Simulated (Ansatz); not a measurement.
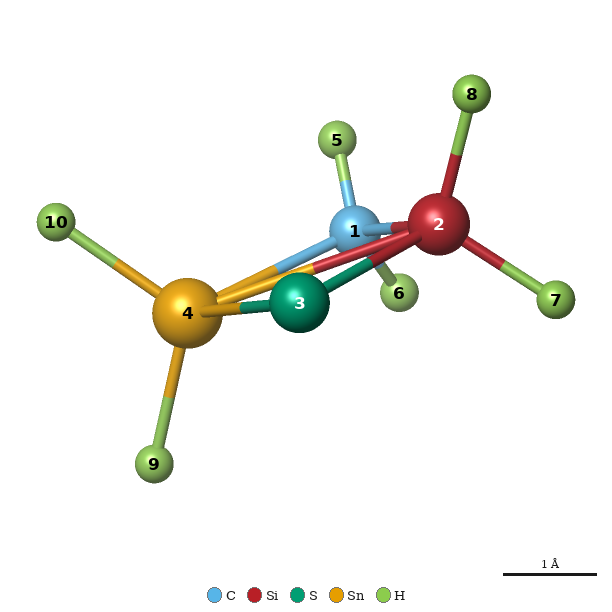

The geometry was computed by an optimisation with PBE-D4/def2-SVP. No frequency run is at hand to confirm it as a minimum.

> Which bond is the longest?

Si2–Sn4, 3.001 Å.

> What is the dihedral angle C1–Si2–S3–Sn4?

0° in size, that is syn (eclipsed).
